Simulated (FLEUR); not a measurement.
## TiHg: which magnetic order is lowest

Wanted: the moments of TiHg and the energy of each order that was tried.

Method: PBEsol; all-electron FLAPW, Dirac cores, scalar-relativistic bands, in FLEUR MaX-R8.1.

## 1. Set-up

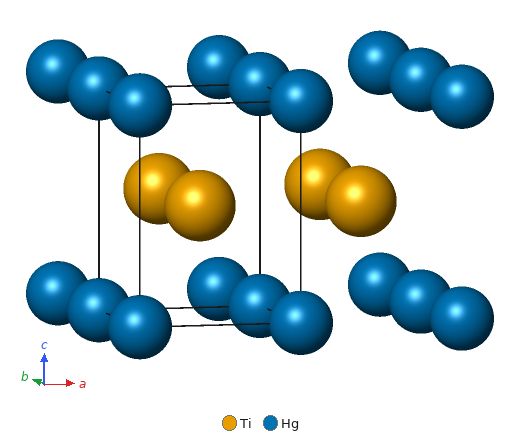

Start, viewed slightly off an axis; titanium orange, mercury blue. 2×2×1 cells are drawn. Some periodic images of atoms are drawn too.

Coordinates:

```
Ti Hg
1.0
     3.00900    0.00000    0.00000
     0.00000    3.00900    0.00000
     0.00000    0.00000    4.04100
Ti Hg
1 1
Direct
  0.50000 0.50000 0.50000
  0.00000 0.00000 0.00000
```

## 2. Run 1 (ferro +)

The parallel start is the test of whether parallel moments hold.

inpgen writes inp.xml from crystal.txt; cutoffs, mixing, functional, smearing and local orbitals are then set in the file. The k list default-1 (kpts.xml, not shown) is a Γ-centred 10×10×10 mesh; where the ranks do not divide the number of points, some are split in two of half the weight.

inp.xml

```
<?xml version="1.0" encoding="UTF-8" standalone="no"?>
<fleurInput fleurInputVersion="0.39">
   <comment>
      TiHg
   </comment>
   <calculationSetup>
      <cutoffs Kmax="3.6" Gmax="10.8" GmaxXC="10.8" numbands="0"/>
      <scfLoop itmax="90" minDistance="0.00002" maxIterBroyd="15" imix="Anderson" alpha="0.05" precondParam="0.0" spinf="2.0" sdNocoIR="T"/>
      <coreElectrons ctail="T" frcor="F" kcrel="0" coretail_lmax="0"/>
      <xcFunctional name="PBEs" relativisticCorrections="F"/>
      <magnetism jspins="2"/>
      <soc l_soc="F" theta="0.0" phi="0.0" spav="F"/>
      <expertModes spex="0" secvar="F"/>
      <geometryOptimization l_f="F" forcealpha="1.0" forcemix="BFGS" epsdisp="0.00001" epsforce="0.00001"/>
      <ldaU l_linMix="F" mixParam="0.05" spinf="1.0"/>
   </calculationSetup>
   <cell>
      <bzIntegration valenceElectrons="30.0" mode="hist" fermiSmearingEnergy="0.00183747">
         <kPointListSelection listName="default-1"/>
         <xi:include xmlns:xi="http://www.w3.org/2001/XInclude" href="kpts.xml"> </xi:include>
      </bzIntegration>
      <xi:include xmlns:xi="http://www.w3.org/2001/XInclude" href="sym.xml"> </xi:include>
      <bulkLattice scale="1.0">
         <bravaisMatrix>
            <row-1>    5.6861859089213995     0.0000000000000000     0.0000000000000000</row-1>
            <row-2>    0.0000000000000000     5.6861859089213995     0.0000000000000000</row-2>
            <row-3>    0.0000000000000000     0.0000000000000000     7.6363832695086007</row-3>
         </bravaisMatrix>
      </bulkLattice>
   </cell>
   <atomSpecies>
      <species name="Titanium (1.001" element="Ti" atomicNumber="22">
         <mtSphere radius="2.7" gridPoints="893" logIncrement="0.014"/>
         <atomicCutoffs lmax="10" lnonsphr="8"/>
         <electronConfig flipSpins="F">
            <coreConfig>(1s1/2) (2s1/2) (2p1/2) (2p3/2)</coreConfig>
            <valenceConfig>(3s1/2) (3p1/2) (3p3/2) (4s1/2) (3d3/2) (3d5/2)</valenceConfig>
            <stateOccupation state="(3d3/2)" spinUp="0.4" spinDown="0.4"/>
            <stateOccupation state="(3d5/2)" spinUp="1.1005" spinDown="0.0995"/>
         </electronConfig>
         <energyParameters s="4" p="4" d="3" f="4"/>
         <lo type="SCLO" l="0" n="3" eDeriv="0"/>
         <lo type="SCLO" l="1" n="3" eDeriv="0"/>
      </species>
      <species name="Mercury (Hg)" element="Hg" atomicNumber="80">
         <mtSphere radius="2.7" gridPoints="893" logIncrement="0.015"/>
         <atomicCutoffs lmax="10" lnonsphr="8"/>
         <electronConfig flipSpins="F">
            <coreConfig>(1s1/2) (2s1/2) (2p1/2) (2p3/2) (3s1/2) (3p1/2) (3p3/2) (4s1/2) (3d3/2) (3d5/2) (4p1/2) (4p3/2) (5s1/2) (4d3/2) (4d5/2) (4f5/2) (4f7/2)</coreConfig>
            <valenceConfig>(5p1/2) (5p3/2) (6s1/2) (5d3/2) (5d5/2)</valenceConfig>
         </electronConfig>
         <energyParameters s="6" p="6" d="5" f="5"/>
         <lo type="SCLO" l="1" n="5" eDeriv="0"/>
      </species>
   </atomSpecies>
   <atomGroups>
      <atomGroup species="Titanium (1.001">
         <relPos label="                   1">1.000/2.000 1.000/2.000 1.000/2.000</relPos>
         <force calculate="T" relaxXYZ="TTT"/>
      </atomGroup>
      <atomGroup species="Mercury (Hg)">
         <relPos label="                   2">.0000000000 .0000000000 .0000000000</relPos>
         <force calculate="T" relaxXYZ="TTT"/>
      </atomGroup>
   </atomGroups>
   <output dos="F" band="F" slice="F">
      <bandDOS minEnergy="-.5*Htr" maxEnergy="0.5*Htr" sigma="0.015" storeEVData="T"/>
      <plotting iplot="0" polar="F">
         <plot TwoD="T" vec1="  1.0  0.0  0.0" vec2="  0.0  1.0  0.0" vec3="  0.0  0.0  1.0" zero="  0.0  0.0  0.0" file="plot"/>
      </plotting>
      <moessbauerParams electricFieldGradient="F" isomerShift="F" coreHyperfine="F" valenceHyperfine="F"/>
   </output>
</fleurInput>
```

crystal.txt

```
TiHg
&input film=F cartesian=F /
3.00900000000  0.00000000000  0.00000000000
0.00000000000  3.00900000000  0.00000000000
0.00000000000  0.00000000000  4.04100000000
1.8897261246
1.0 1.0 1.0

2
22 0.50000000000  0.50000000000  0.50000000000 : 1.001
80 0.00000000000  0.00000000000  0.00000000000

&kpt div1=10 div2=10 div3=10 gamma=T /
```

Command:

```bash
$ OMP_NUM_THREADS=1 inpgen -f crystal.txt > inpgen.log  # inp.xml is then edited as shown
$ OMP_NUM_THREADS=1 mpirun -n 4 fleur_MPI > fleur.log
```

What it wrote:

```text
Welcome to FLEUR        (www.flapw.de)
      MaX-Release 8.1          (www.max-centre.eu)

 ========== k-point set info ==========
 Selected k-point list: default-1
 k-point list type: mesh
 0 x 0 x 0
 Number of k points: 128

 ------------Calculation Setup---------------------------
 Number of MPI-tasks      :            4
 Number of PE/node        :            4
 Number of OMP-threads    :            1
 k-points in parallel     :            4
 pe's per k-point         :            1
 No of k-point loops      :           32
 Eigenvalue solver        :       lapack
 Number of basis functions:          225
 Approximate size of matrices (H+S) per k-point:         0.001 GB
 --------------------------------------------------------
 Iteration:     1   Distance:      16.07994414 me/bohr^3
 Iteration:     2   Distance:      13.71519242 me/bohr^3
 Iteration:     3   Distance:       7.06676504 me/bohr^3
 Iteration:     4   Distance:       4.89207469 me/bohr^3
 Iteration:     5   Distance:       3.38756693 me/bohr^3
 Iteration:     6   Distance:       1.54844973 me/bohr^3
 Iteration:     7   Distance:       0.88546651 me/bohr^3
 Iteration:     8   Distance:       0.60571114 me/bohr^3
 Iteration:     9   Distance:       0.37251486 me/bohr^3
 Iteration:    10   Distance:       0.16707797 me/bohr^3
[... 11 iterations left out ...]
 Iteration:    22   Distance:       0.00571744 me/bohr^3
 Iteration:    23   Distance:       0.00116463 me/bohr^3
 Iteration:    24   Distance:       0.00089533 me/bohr^3
 Iteration:    25   Distance:       0.00118022 me/bohr^3
 Iteration:    26   Distance:       0.00019614 me/bohr^3
 Iteration:    27   Distance:       0.00023226 me/bohr^3
 Iteration:    28   Distance:       0.00005901 me/bohr^3
 Iteration:    29   Distance:       0.00002074 me/bohr^3
 Iteration:    30   Distance:       0.00002051 me/bohr^3
 Iteration:    31   Distance:       0.00001493 me/bohr^3

 ********************************************************************
 Run finished successfully
 Stop message:
   all done
 ********************************************************************

--- out.xml (last complete iteration) ---
<iteration numberForCurrentRun="   31" overallNumber="   31">
         [... left out ...]
         <bandgap value="0.0000000000" units="eV"/>
         <sumValenceSingleParticleEnergies value="-18.1844121470" units="Htr"/>
         <FermiEnergy value="0.3594104600" units="Htr"/>
         <valenceDensity>
            <mtCharges spin="1">
               <mtCharge atomType="1" total="5.6788338" s="1.1654272" p="3.1749674" d="1.3162213" f="0.0165897"/>
               <mtCharge atomType="2" total="8.5149693" s="0.4550577" p="3.3540355" d="4.6852787" f="0.0163544"/>
            </mtCharges>
            <mtCharges spin="2">
               <mtCharge atomType="1" total="5.2100829" s="1.1585214" p="3.1547286" d="0.8760635" f="0.0155461"/>
               <mtCharge atomType="2" total="8.4953028" s="0.4617496" p="3.3457736" d="4.6715354" f="0.0128191"/>
            </mtCharges>
            <spinDependentCharge spin="1" total="15.2814274" interstitial="1.0876244" mtSpheres="14.1938031"/>
            <spinDependentCharge spin="2" total="14.7185726" interstitial="1.0131869" mtSpheres="13.7053857"/>
            <totalCharge value="30.0000000000"/>
         </valenceDensity>
         [... left out ...]
         <allElectronCharges>
            <spinDependentCharge spin="1" total="51.2814274" interstitial="1.0876827" mtSpheres="50.1937447"/>
            <spinDependentCharge spin="2" total="50.7185726" interstitial="1.0132452" mtSpheres="49.7053274"/>
            <totalCharge value="101.9999999923"/>
         </allElectronCharges>
         <magneticMomentsInMTSpheres units="muBohr">
            <globalMagMoment atomType="1" vec="0.00000   0.00000   0.46875"/>
            <localMagMoment atomType="1" vec="0.00000   0.00000   0.46875"/>
            <globalMagMoment atomType="2" vec="0.00000   0.00000   0.01967"/>
            <localMagMoment atomType="2" vec="0.00000   0.00000   0.01967"/>
         </magneticMomentsInMTSpheres>
         <moessbauerParams unitsHFF="kG" unitsIS="e/bohr^3" unitsEFG="Htr/bohr^2">
         </moessbauerParams>
         <totalEnergy value="   -20509.3013203079" units="Htr">
            <sumOfEigenvalues value="   -12602.5166897094">
               <coreElectrons value="-12584.3322775623"/>
               <valenceElectrons value="-18.1844121470"/>
            </sumOfEigenvalues>
            <densityCoulombPotentialIntegral value="-35604.8796865177"/>
            <densityEffectivePotentialIntegral value="-36143.9631958110"/>
            <chargeDenXCDenIntegral value="-409.5106374393"/>
            <FockExchangeEnergyValence value="0.0000000000"/>
            <FockExchangeEnergyCore value="0.0000000000"/>
            <atomTypeDependentContributions atomType="1">
               <electronNucleiInteractionDifferentMTs value="1012.2995460805"/>
               <MadelungTerm value="-8.4268047648"/>
            </atomTypeDependentContributions>
            <atomTypeDependentContributions atomType="2">
               <electronNucleiInteractionDifferentMTs value="24788.6950576593"/>
               <MadelungTerm value="-29.3759372067"/>
            </atomTypeDependentContributions>
            <tkbTimesEntropy value="0.0007539365"/>
            <freeEnergy value="-20509.3020742444"/>
            <extrapolationTo0K value="-20509.3016972762"/>
         </totalEnergy>
         <densityConvergence units="me/bohr^3">
            <chargeDensity spin="1" distance="0.0000099700"/>
            <chargeDensity spin="2" distance="0.0000056669"/>
            <overallChargeDensity distance="0.0000063370"/>
            <spinDensity distance="0.0000149288"/>
         </densityConvergence>
      </iteration>
```

The job ended after 58 s (4 MPI ranks of Arm Neoverse V1, shared host; peak memory 0.29 GiB; 3.8 min of CPU time).

Spin moment in the muffin-tin sphere by atom:

```tsv
atom	spin moment in the muffin-tin sphere (μB)
Ti1	0.469
Hg2	0.020
```

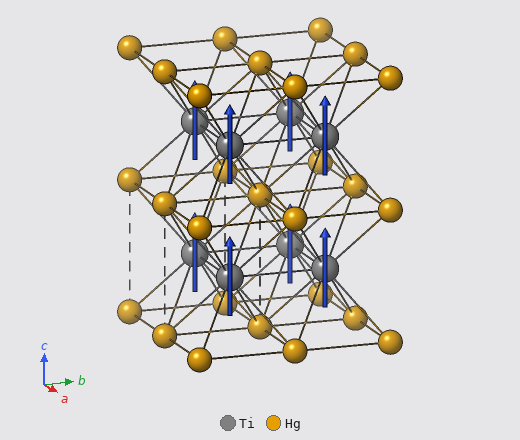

Spin moment in the muffin-tin sphere as arrows, the longest 0.469 μB. Up and down stand for the sign. Arrows give size and sign along the axis of quantisation, drawn up and down the page. 2×2×2 cells are drawn. Some periodic images of atoms are drawn too.

Read from the output:

| Quantity | Value |
| --- | --- |
| free energy | -558086.5404 eV |
| program's band gap on this mesh (in a metal only a level spacing) | 0 eV |
| magnetization | 0.5629 μB |
| final state | ferromagnetic |

After 31 cycles the largest moment stands at 0.469 μB.

## 3. Order 2, typed as antiferro q=(1/2,1/2,1/2) +-

Reversing part of the moments tests the sign of the couplings between them.

The cell is doubled to 4 atoms to hold this order. The mesh is halved along the doubled vector, so that both cells sample the same points. The k list default-1 (kpts.xml, not shown) is a Γ-centred 5×10×10 mesh.

inp.xml: that of step 2 with these lines changed.

```diff
@@ -17,3 +17,3 @@
    <cell>
-      <bzIntegration valenceElectrons="30.0" mode="hist" fermiSmearingEnergy="0.00183747">
+      <bzIntegration valenceElectrons="60.0" mode="hist" fermiSmearingEnergy="0.00183747">
          <kPointListSelection listName="default-1"/>
@@ -24,5 +24,5 @@
          <bravaisMatrix>
-            <row-1>    5.6861859089213995     0.0000000000000000     0.0000000000000000</row-1>
-            <row-2>    0.0000000000000000     5.6861859089213995     0.0000000000000000</row-2>
-            <row-3>    0.0000000000000000     0.0000000000000000     7.6363832695086007</row-3>
+            <row-1>   11.3723718178427990     0.0000000000000000     0.0000000000000000</row-1>
+            <row-2>    5.6861859089213995     5.6861859089213995     0.0000000000000000</row-2>
+            <row-3>    5.6861859089213995     0.0000000000000000     7.6363832695086007</row-3>
          </bravaisMatrix>
@@ -39,2 +39,15 @@
             <stateOccupation state="(3d5/2)" spinUp="1.1005" spinDown="0.0995"/>
+         </electronConfig>
+         <energyParameters s="4" p="4" d="3" f="4"/>
+         <lo type="SCLO" l="0" n="3" eDeriv="0"/>
+         <lo type="SCLO" l="1" n="3" eDeriv="0"/>
+      </species>
+      <species name="Titanium (-1.001" element="Ti" atomicNumber="22">
+         <mtSphere radius="2.7" gridPoints="893" logIncrement="0.014"/>
+         <atomicCutoffs lmax="10" lnonsphr="8"/>
+         <electronConfig flipSpins="F">
+            <coreConfig>(1s1/2) (2s1/2) (2p1/2) (2p3/2)</coreConfig>
+            <valenceConfig>(3s1/2) (3p1/2) (3p3/2) (4s1/2) (3d3/2) (3d5/2)</valenceConfig>
+            <stateOccupation state="(3d3/2)" spinUp="0.4" spinDown="0.4"/>
+            <stateOccupation state="(3d5/2)" spinUp="0.0995" spinDown="1.1005"/>
          </electronConfig>
@@ -60,4 +73,9 @@
       </atomGroup>
+      <atomGroup species="Titanium (-1.001">
+         <relPos label="                   2">.0000000000 1.000/2.000 1.000/2.000</relPos>
+         <force calculate="T" relaxXYZ="TTT"/>
+      </atomGroup>
       <atomGroup species="Mercury (Hg)">
-         <relPos label="                   2">.0000000000 .0000000000 .0000000000</relPos>
+         <relPos label="                   3">-1.000/4.000 .0000000000 .0000000000</relPos>
+         <relPos label="                   4">1.000/4.000 .0000000000 .0000000000</relPos>
          <force calculate="T" relaxXYZ="TTT"/>
```

crystal.txt

```
TiHg
&input film=F cartesian=F /
6.01800000000  0.00000000000  0.00000000000
3.00900000000  3.00900000000  0.00000000000
3.00900000000  0.00000000000  4.04100000000
1.8897261246
1.0 1.0 1.0

4
22 0.75000000000  0.50000000000  0.50000000000 : 1.001
22 0.25000000000  0.50000000000  0.50000000000 : -1.001
80 0.00000000000  0.00000000000  0.00000000000
80 0.50000000000  0.00000000000  0.00000000000

&kpt div1=5 div2=10 div3=10 gamma=T /
```

What it wrote:

```text
[banner, memory and clock lines left out]
Welcome to FLEUR        (www.flapw.de)
      MaX-Release 8.1          (www.max-centre.eu)

 ========== k-point set info ==========
 Selected k-point list: default-1
 k-point list type: mesh
 5 x 10 x 10
 Number of k points: 108

 ------------Calculation Setup---------------------------
 Number of PE/node        :            4
 Number of OMP-threads    :            1
 k-points in parallel     :            4
 pe's per k-point         :            1
 No of k-point loops      :           27
 Eigenvalue solver        :       lapack
 Number of basis functions:          437
 Approximate size of matrices (H+S) per k-point:         0.003 GB
 Iteration:     1   Distance:      16.47503274 me/bohr^3
 Iteration:     2   Distance:      14.06700176 me/bohr^3
 Iteration:     3   Distance:       7.27666446 me/bohr^3
 Iteration:     4   Distance:       4.59990388 me/bohr^3
 Iteration:     5   Distance:       3.44942183 me/bohr^3
 Iteration:     6   Distance:       1.88436087 me/bohr^3
 Iteration:     7   Distance:       1.47662995 me/bohr^3
 Iteration:     8   Distance:       1.27529982 me/bohr^3
 Iteration:     9   Distance:       1.19165343 me/bohr^3
 Iteration:    10   Distance:       0.42229600 me/bohr^3
[... 17 iterations left out ...]
 Iteration:    28   Distance:       0.00048340 me/bohr^3
 Iteration:    29   Distance:       0.00057528 me/bohr^3
 Iteration:    30   Distance:       0.00056638 me/bohr^3
 Iteration:    31   Distance:       0.00042230 me/bohr^3
 Iteration:    32   Distance:       0.00021178 me/bohr^3
 Iteration:    33   Distance:       0.00019679 me/bohr^3
 Iteration:    34   Distance:       0.00008195 me/bohr^3
 Iteration:    35   Distance:       0.00004288 me/bohr^3
 Iteration:    36   Distance:       0.00004069 me/bohr^3
 Iteration:    37   Distance:       0.00001272 me/bohr^3

 ********************************************************************
 Run finished successfully
 Stop message:
   all done
 ********************************************************************

--- out.xml (last complete iteration) ---
<iteration numberForCurrentRun="   37" overallNumber="   37">
         [... left out ...]
         <bandgap value="0.0000000005" units="eV"/>
         <sumValenceSingleParticleEnergies value="-36.3812336180" units="Htr"/>
         <FermiEnergy value="0.3574204183" units="Htr"/>
         <valenceDensity>
            <mtCharges spin="1">
               <mtCharge atomType="1" total="5.4451938" s="1.1625094" p="3.1641600" d="1.0972343" f="0.0158717"/>
               <mtCharge atomType="2" total="5.4451922" s="1.1625093" p="3.1641600" d="1.0972328" f="0.0158717"/>
               <mtCharge atomType="3" total="8.5041385" s="0.4590786" p="3.3482687" d="4.6781761" f="0.0147624"/>
            </mtCharges>
            <mtCharges spin="2">
               <mtCharge atomType="1" total="5.4451922" s="1.1625093" p="3.1641600" d="1.0972328" f="0.0158717"/>
               <mtCharge atomType="2" total="5.4451938" s="1.1625094" p="3.1641600" d="1.0972344" f="0.0158717"/>
               <mtCharge atomType="3" total="8.5041385" s="0.4590786" p="3.3482687" d="4.6781761" f="0.0147624"/>
            </mtCharges>
            <spinDependentCharge spin="1" total="30.0000000" interstitial="2.1013369" mtSpheres="27.8986631"/>
            <spinDependentCharge spin="2" total="30.0000000" interstitial="2.1013369" mtSpheres="27.8986631"/>
            <totalCharge value="60.0000000000"/>
         </valenceDensity>
         [... left out ...]
         <magneticMomentsInMTSpheres units="muBohr">
            <globalMagMoment atomType="1" vec="0.00000   0.00000   0.00000"/>
            <localMagMoment atomType="1" vec="0.00000   0.00000   0.00000"/>
            <globalMagMoment atomType="2" vec="0.00000   0.00000   0.00000"/>
            <localMagMoment atomType="2" vec="0.00000   0.00000   0.00000"/>
            <globalMagMoment atomType="3" vec="0.00000   0.00000   0.00000"/>
            <localMagMoment atomType="3" vec="0.00000   0.00000   0.00000"/>
         </magneticMomentsInMTSpheres>
         [... left out ...]
         <totalEnergy value="   -41018.6017385086" units="Htr">
            <sumOfEigenvalues value="   -25205.1355433707">
               <coreElectrons value="-25168.7543097527"/>
               <valenceElectrons value="-36.3812336180"/>
            </sumOfEigenvalues>
            <densityCoulombPotentialIntegral value="-71209.8522999093"/>
            <densityEffectivePotentialIntegral value="-72288.0095039524"/>
            <chargeDenXCDenIntegral value="-819.0138045924"/>
            <FockExchangeEnergyValence value="0.0000000000"/>
            <FockExchangeEnergyCore value="0.0000000000"/>
         [... left out ...]
            <tkbTimesEntropy value="0.0019062487"/>
            <freeEnergy value="-41018.6036447573"/>
            <extrapolationTo0K value="-41018.6026916330"/>
         </totalEnergy>
         <densityConvergence units="me/bohr^3">
            <chargeDensity spin="1" distance="0.0000077893"/>
            <chargeDensity spin="2" distance="0.0000076942"/>
            <overallChargeDensity distance="0.0000088316"/>
            <spinDensity distance="0.0000127181"/>
         </densityConvergence>
      </iteration>
```

It took 4.2 min on 4 MPI ranks; peak memory 0.44 GiB; 17 min of CPU time.

The spin moment in the muffin-tin sphere vanishes on all atoms.

Numbers from this step:

| Property | Result |
| --- | --- |
| free energy | -1116173.0670 eV |
| program's band gap on this mesh (in a metal only a level spacing) | 5.00e-10 eV |
| final state | non-magnetic |

It lies 6.85 meV a seeded atom over the first start.

[end of part 1 of 3]

[Logs and program files are shortened in this print: banners, set-up blocks, solver, clock and traceback lines can be left out without a mark of their own.]

[Logs are printed without paths, hosts, clocks, repeated set-up lines and the standing remarks that a program may print on its own settings, such as how far it seeks lower states.]

[Hosts, paths, dates, database ids (printed as entryN), source tags and the programs' standing remarks are cut or masked in the printed files.]

[Where a cell is said to come from a database of computed structures, the database is the Materials Project.]
